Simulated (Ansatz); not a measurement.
# A thicker film of CeO2 (111) from four thinner ones

In a field along its normal an insulating film takes a dipole p. Written as a length, p/(ε₀AE), it should grow by 1 − 1/ε for each ångström added.

Set-up. Ansatz 0.2.0, plane waves with PAW datasets (its set soft_2), PBEsol; fluorite films relaxed at a bulk in-plane lattice constant near the measured one, then held in weak fields of both signs with a dipole correction (A is the cell's area, E the outer field).

```tsv
run	distance between the outer atoms (Å)	p/(ε₀AE) (Å)
2 units	4.553	5.514
3 units	7.666	8.229
4 units	10.775	10.941
5 units	13.884	13.650
6 units	16.993	?
```

Q: Estimate the withheld value from the rows shown.

A least-squares line through the 4 rows shown has slope 0.8720 and intercept 1.5441; no row lies more than 0.001 Å off it. That slope means ε = 1/(1 − 0.8720) = 7.81. At 16.993 it gives 0.8720 × 16.993 + 1.5441 = 16.362 Å, beyond the rows fitted. Rounding and scatter of the rows alone allow about ±0.002 Å there.

The run itself gives 16.361 Å: a miss of −0.001 Å, or 0.0 % of the value. The length is met to within 1 %, though ε is more sensitive than the length: the two thickest films give ε = 7.81.

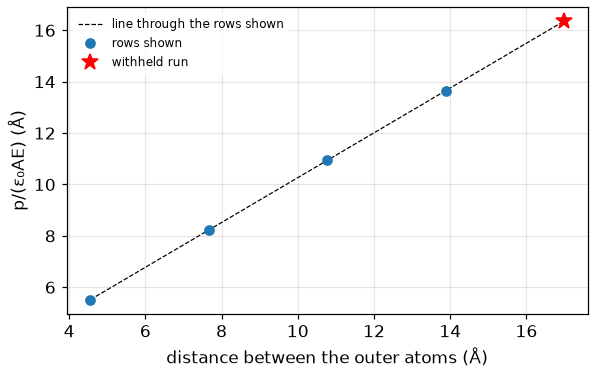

The fit and the withheld run.

**Limits.** This is the electronic response alone. A unit is one step of the cut along the normal (a plane, a pair of planes or a cell), and the layers relax along it, away from their bulk spacing where the functional's lattice constant differs from the one held.

[Logs are printed without paths, hosts, clocks, repeated set-up lines and the standing remarks that a program may print on its own settings, such as how far it seeks lower states.]
